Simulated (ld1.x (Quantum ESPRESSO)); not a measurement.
**Run report: Be, pseudopotential generation (part 2 of 2)**

The same run, continued: beryllium (Be, Z = 4), core none, reference valence 1s2 2s0 2p0 (an ion of charge +2), valence charge 4. Method: TM potential, LDA (PZ), scalar-relativistic, made with ld1.x (Quantum ESPRESSO) 7.5.

### Output of the test run (extracts), continued
```
     ---------------------- Testing the pseudopotential ----------------------

     Be
     scalar relativistic calculation

     atomic number is  4.00   valence charge is  4.00
     dft =PZ   lsd =1 sic =0 latt =0  beta=0.20 tr2=1.0E-14
     mesh =1041 r(mesh) = 100.85720 xmin = -7.00 dx = 0.01250

     n l     nl             e AE (Ry)        e PS (Ry)    De AE-PS (Ry)
     1 0     1S   1( 1.00)       -8.55978       -8.56337        0.00359
     2 0     2S   1( 1.00)       -1.05112       -1.04976       -0.00136
     2 1     2P   1( 0.00)       -0.76569       -0.76569        0.00000
     1 0     1S   2( 1.00)       -8.52424       -8.52907        0.00483
     2 0     2S   2( 0.00)       -0.86154       -0.86031       -0.00124
     2 1     2P   2( 0.00)       -0.59411       -0.59411        0.00000

     eps = 5.4E-15  iter = 16

     Etot =     -28.233262 Ry,     -14.116631 Ha,    -384.133098 eV
     Etotps =   -28.168372 Ry,     -14.084186 Ha,    -383.250224 eV
     dEtot_ae =      -1.341663 Ry
     dEtot_ps =      -1.339606 Ry,   Delta E=      -0.002057 Ry

     Ekin =      26.112826 Ry,      13.056413 Ha,     355.283092 eV
     Encl =     -61.178989 Ry,     -30.589494 Ha,    -832.382548 eV
     Ehrt =      11.479455 Ry,       5.739728 Ha,     156.185948 eV
     Ecxc =      -4.581664 Ry,      -2.290832 Ha,     -62.336716 eV

     ---------------------- End of pseudopotential test ----------------------

     ---------------------- Testing the pseudopotential ----------------------

     Be
     scalar relativistic calculation

     atomic number is  4.00   valence charge is  4.00
     dft =PZ   lsd =1 sic =0 latt =0  beta=0.20 tr2=1.0E-14
     mesh =1041 r(mesh) = 100.85720 xmin = -7.00 dx = 0.01250

     n l     nl             e AE (Ry)        e PS (Ry)    De AE-PS (Ry)
     1 0     1S   1( 1.00)       -8.10954       -8.11460        0.00507  !
     2 0     2S   1( 1.00)       -0.71663       -0.71582       -0.00081
     2 1     2P   1( 0.00)       -0.44014       -0.44014        0.00000
     1 0     1S   2( 1.00)       -8.09404       -8.09966        0.00562  !
     2 0     2S   2( 0.50)       -0.66892       -0.66819       -0.00073
     2 1     2P   2( 0.00)       -0.39832       -0.39832        0.00000

     eps = 8.1E-15  iter = 11

     Etot =     -28.628161 Ry,     -14.314080 Ha,    -389.505973 eV
     Etotps =   -28.562802 Ry,     -14.281401 Ha,    -388.616714 eV
     dEtot_ae =      -1.736562 Ry
     dEtot_ps =      -1.734036 Ry,   Delta E=      -0.002526 Ry

     Ekin =      26.464477 Ry,      13.232238 Ha,     360.067553 eV
     Encl =     -63.059228 Ry,     -31.529614 Ha,    -857.964507 eV
     Ehrt =      12.805822 Ry,       6.402911 Ha,     174.232085 eV
     Ecxc =      -4.773873 Ry,      -2.386936 Ha,     -64.951845 eV

     ---------------------- End of pseudopotential test ----------------------
```

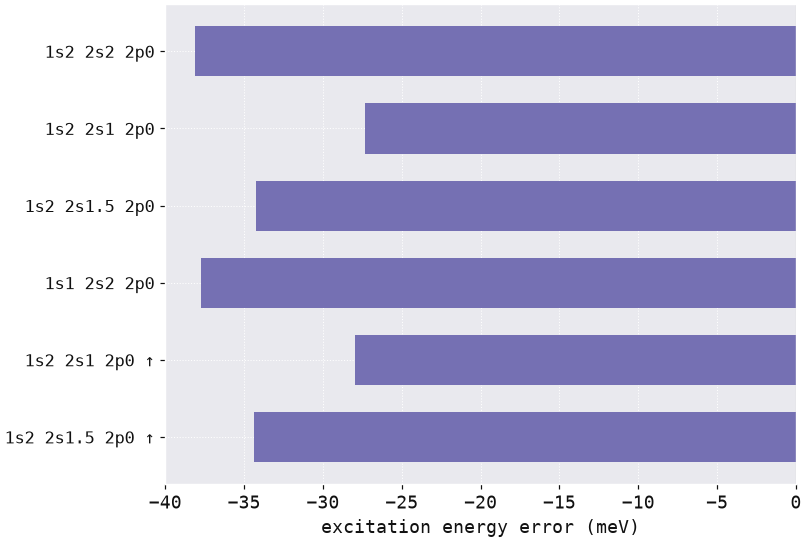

Fig. 2: Errors, all-electron minus pseudo, of the energies of valence configurations relative to the unpolarised reference 1s2 2s0 2p0. An arrow marks spin-polarised runs filled by Hund’s rule. Not all tests gave a result: 3 of 9 tests not solved.

- Worst configuration: 1s2 2s2 2p0 (neutral): the error is -38 meV on an all-electron energy of -27.30 eV relative to the reference, or 0.14 %.
- Configurations within 10 meV and within 50 meV: 0 and 6 of 6.
- Errors in meV: 1s2 2s2 2p0: -38; 1s2 2s1 2p0: -27; 1s2 2s1.5 2p0: -34; 1s1 2s2 2p0: -38; 1s2 2s1 2p0 ↑: -28; 1s2 2s1.5 2p0 ↑: -34.

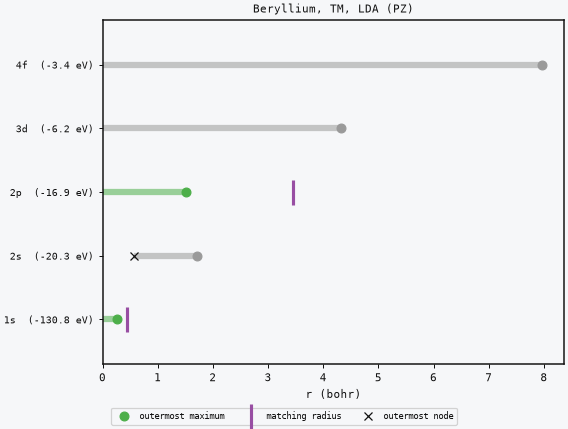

Fig. 3: Outer shells of the all-electron reference atom: each bar runs from the outermost node (or the nucleus) to the outermost maximum of u(r); the tick is the radius chosen for the pseudo-wave. Shells without a tick have no pseudo-wave of their own. Levels, nodes and maxima are from ld1.x, scalar-relativistic.

- Radii against the shells: 1s: 0.45 bohr, outside the maximum; 2p: 3.45 bohr, outside the maximum.

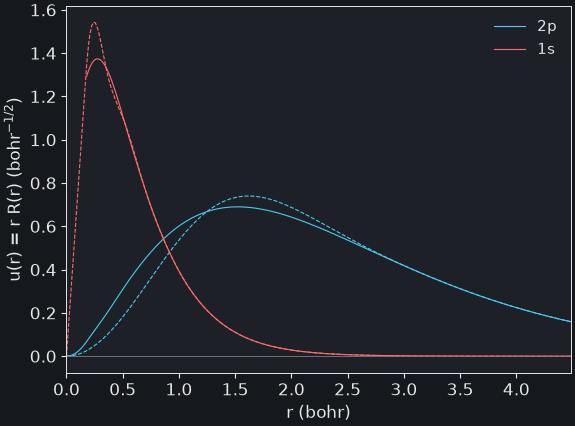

Fig. 4: Pseudo-waves (dashed) against the all-electron radial functions (solid). The innermost oscillations of some all-electron curves aren't drawn. Reference configuration 1s2 2s0 2p0.

- Matching radii: 2p at 3.45 bohr; 1s at 0.45 bohr. The curves merge smoothly, so the plot gives these only roughly.
- Nodes of the pseudo-waves: 2p has no node; 1s has no node.
- Cutoffs needed: over 300 Ry (loose) and over 300 Ry (tight), as the cutoffs, on a coarse ladder, from which the occupation-weighted sum of valence levels, in a spherical-Bessel basis at the reference potential, stays within 10 and 1 mRy of its value at 400 Ry.

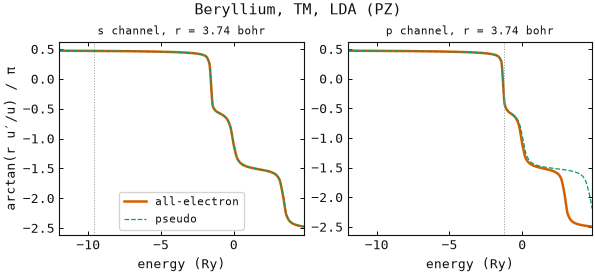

Fig. 5: Unwrapped phase arctan(r u′/u) in units of π against energy, all-electron (solid) and pseudo (dashed); the pseudo phase is matched to the all-electron one at the reference energy. Here u = r R(r). A near-vertical step is a level narrower than the spacing of the points behind the curves. The dotted line marks the reference energy of the channel.

- Ghost states: Going away from the reference energies, the phases part by more than π/2 in: p at about 3.0 Ry (above its reference energy, pseudo phase higher). Such a step is either a state that only one of the two atoms has or an ordinary level shifted in energy. The separate test gives: no ghost state below the valence levels in the p, s, d, f channels.
- Range over which the phases agree within 0.05 rad: s: up to about 3.2 Ry; p: up to about -0.4 Ry.

### Input file
```
 &input
   title='Be', zed=4., rel=1, dft='PZ', iswitch=3,
   config='[He] 2s0 2p0',
   nld=2, rlderiv=3.75, eminld=-12.0, emaxld=5.0, deld=0.04
 /
 &inputp
   pseudotype=2, tm=.true., lloc=0,
   nlcc=.false.,
   file_pseudopw='Be.UPF', file_wfcaegen='ae.wfc', file_wfcncgen='nc.wfc', file_beta='beta', file_chi='chi'
 /
2
2P  2  1   0.00   0.00  3.45  3.45  0.0
1S  1  0   2.00   0.00  0.45  0.45  0.0
 &test
   configts(1)='1s2 2s0 2p0'
 /
```

### Input of the test run
```
 &input
   title='Be', zed=4., rel=1, dft='PZ', iswitch=2,
   config='[He] 2s0 2p0'
 /
 &test
   file_pseudo='Be.UPF', nconf=10,
   configts(1)='1s2 2s0 2p0',
   configts(2)='1s2 2s2 2p0',
   configts(3)='1s2 2s1 2p0',
   configts(4)='1s2 2s1.5 2p0',
   configts(5)='1s2 2s1 2p1',
   configts(6)='1s2 2s0 2p2',
   configts(7)='1s1 2s2 2p0',
   configts(8)='1s2 2s0 2p1',
   configts(9)='1s2 2s1 2p0', lsdts(9)=1,
   configts(10)='1s2 2s1.5 2p0', lsdts(10)=1
 /
```

Command:
```bash
ld1.x < Be.in > Be.out
```

### Summary

- outcome: generated
- cutoffs needed: over 300 Ry and over 300 Ry (the cutoffs, on a coarse ladder, from which the occupation-weighted sum of valence levels, in a spherical-Bessel basis at the reference potential, stays within 10 and 1 mRy of its value at 400 Ry); ghost states and empty shells don't enter this sum
- ghost test: no ghost state below the valence levels in the p, s, d, f channels (spherical-Bessel basis up to 400 Ry, 20 bohr box)
- configuration tests: 3 of 9 tests not solved
- largest excitation error among the tests solved: -38 meV (all-electron minus pseudo) for 1s2 2s2 2p0
- range over which the phases arctan(r u′/u) at the test radius agree within 0.05 rad (a looser test near the poles than one of phase shifts): s: up to about 3.2 Ry; p: up to about -0.4 Ry
- hardware: 1 CPU thread, shared host
- wall time: 0.92 s
